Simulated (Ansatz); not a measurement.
**C3H4SSi: one change and its effect**

System: C3H4SSi.
Method of run 1: RKS SPW92 (LDA)/def2-TZVPP (Ansatz 0.2.0).

The geometry comes from this level: PBE0-D4/def2-TZVP. Text and figures count atoms from 1; the logs count them from 0 in places.

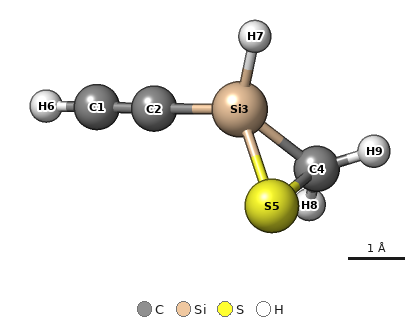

**Figure 1.** The structure as given in the input (ball-and-stick view, seen at a tilt; atoms are numbered from 1 in the order of the input).

### The input, run 1
```yaml
crystal:
  periodic: [false, false, false]
  atoms:
    - {symbol: C, position_ang: [-0.909317, -2.051166, 1.341560]}
    - {symbol: C, position_ang: [-0.706339, -0.986610, 0.812101]}
    - {symbol: Si, position_ang: [-0.432448, 0.614370, 0.019737]}
    - {symbol: C, position_ang: [1.013344, 0.829442, -1.089783]}
    - {symbol: S, position_ang: [1.248661, 1.731789, 0.526577]}
    - {symbol: H, position_ang: [-1.082919, -2.992752, 1.810796]}
    - {symbol: H, position_ang: [-1.701738, 1.307028, -0.267259]}
    - {symbol: H, position_ang: [1.710492, 0.008147, -1.224278]}
    - {symbol: H, position_ang: [0.948863, 1.493451, -1.946452]}
basis:
  gaussian: {orbitals: def2-TZVPP}
hamiltonian: {xc: lda}
output: {orbitals: {seedname: orbitals}}
```

Hardware: 4 CPU threads, shared host.

### Output (run 1)
```
Functional definition: SPW92
  exchange = slater_x
  correlation = pw_c
1348 factors; their error is unknown
mean field evaluation 1: about -21775.1374 eV, gradient 8.2e1 eV
mean field evaluation 2: about -21739.3318 eV, gradient 1.3e2 eV
mean field evaluation 4: about -21789.7370 eV, gradient 2.2e1 eV
mean field evaluation 8: about -21790.9621 eV, gradient 2.0e-1 eV
mean field evaluation 16: about -21790.9314 eV, gradient 8.6e-4 eV
mean field -21790.93140847 eV, -800.8019588374 hartree, gradient 6.8e-5 eV, S^2 0.000000; 0 other end points of the search recorded, 0 dependent functions left out
reference -21790.93144662 eV, -800.8019602395 hartree; 26, 26 occupied and 207, 207 virtual orbitals, 1348 factors
Total energy: -21790.93144662 eV, -800.8019602395 hartree
```

Run 2 used a changed input.

### The two runs side by side

```tsv
quantity	run 1	run 2
outcome	converged	converged
total energy (hartree)	−800.801960	−804.274665
HOMO (eV)	−5.95	−9.36
LUMO (eV)	−2.08	1.09
basis functions	233	233
wall time (shared host)	1.3 s	4.1 s
```

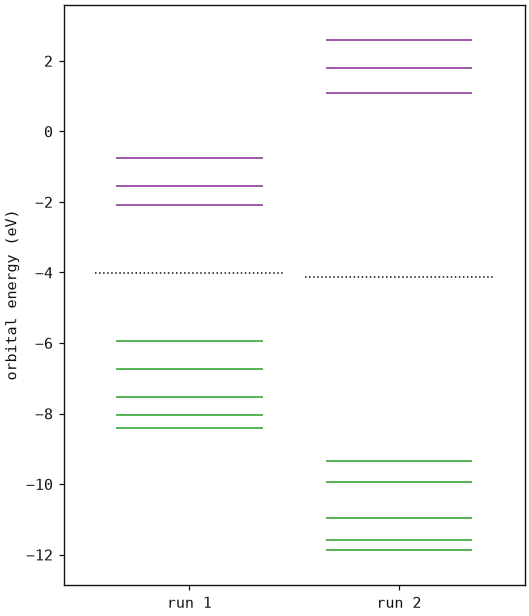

**Figure 2.** The five highest filled and three lowest empty orbital energies of the two runs; the dotted lines part filled from empty levels. The HOMO–LUMO gap is 3.87 eV in run 1 and 10.45 eV in run 2.

What was changed in the input?

The change (lines with − go, lines with + come):
```diff
-hamiltonian: {xc: lda}
+hamiltonian: {xc: {name: wB97X-V}}
```

The total energies belong to different methods, so their difference says nothing on which is more stable or more accurate. The HOMO goes from −5.95 to −9.36 eV. The LUMO goes from −2.08 to 1.09 eV.

### Output (run 2)
```
Functional definition: wB97X-V
  parameter omega = 0.3/bohr
  parameter cx = 0.167
  parameter cx1 = 0.603
  parameter cx2 = 1.194
  parameter css0 = 0.556
  parameter css1 = -0.257
  parameter cos0 = 1.219
  parameter cos1 = -1.850
  parameter b = 6.0
  parameter c = 0.01
  exchange = spin_sum(e_x_unif_sr(omega)*poly(b97_u_x, 1 - cx, cx1, cx2)) + cx*exact_x_sr(omega) + exact_x_lr(omega)
  correlation = spin_sum(e_c_pw_same_spin*poly(b97_u_same, css0, css1))
      + integral(e_c_pw_opposite_spin*poly(b97_u_opposite, cos0, cos1)) + vv10(b, c)
1358 factors; their error is unknown
297 factors; integrals over basis functions are off by at most 1.1e-5 eV
mean field evaluation 1: about -21881.5932 eV, gradient 4.1e1 eV
mean field evaluation 2: about -21883.6188 eV, gradient 2.8e1 eV
mean field evaluation 4: about -21885.4037 eV, gradient 1.8e0 eV
mean field evaluation 8: about -21885.4200 eV, gradient 4.9e-2 eV
mean field evaluation 16: about -21885.4286 eV, gradient 1.3e-4 eV
mean field -21885.42857217 eV, -804.2746655509 hartree, gradient 1.7e-5 eV, S^2 0.000000; 0 other end points of the search recorded, 0 dependent functions left out
reference -21885.42857014 eV, -804.2746654764 hartree; 26, 26 occupied and 207, 207 virtual orbitals, 1358 factors
Total energy: -21885.42857014 eV, -804.2746654764 hartree
```
